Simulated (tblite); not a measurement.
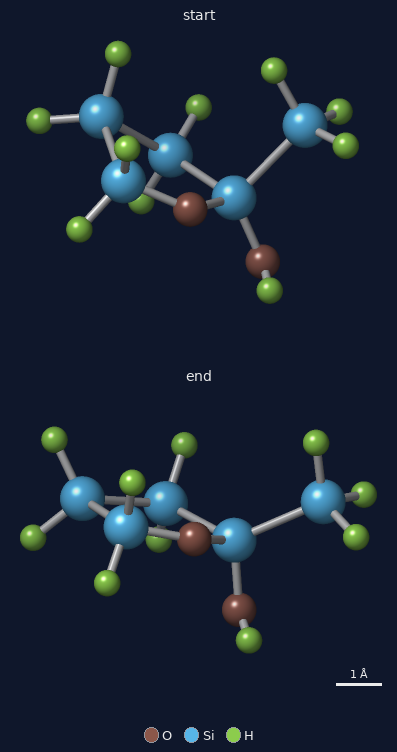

The structure of Si₅H₁₀O₂ before (top) and after (bottom) a relaxation, at one scale.

The picture is a ball-and-stick view, seen from a free direction.

The calculation used GFN2-xTB geometry optimisation, gas phase in tblite. 

Describe what moved and what it gained.

Answer. An H atom moves most after the best rigid fit: 1.61 Å. By element the largest moves are H 1.61 Å, O 0.71 Å, Si 0.67 Å. Among the contacts that change: O–Si 1.690 → 1.633 Å, Si–Si 2.355 → 2.321 Å, Si–Si 2.335 → 2.307 Å, H–Si 1.497 → 1.473 Å. Bond angles that change, for instance: Si–Si–Si 105.3° → 130.6°, O–Si–Si 113.2° → 101.9°, H–Si–H 112.8° → 103.4°. Groups turn about O–Si by about 40°, Si–Si by about 35°, Si–Si by about 30°. The energy falls by 0.520 eV in 142 geometry steps.
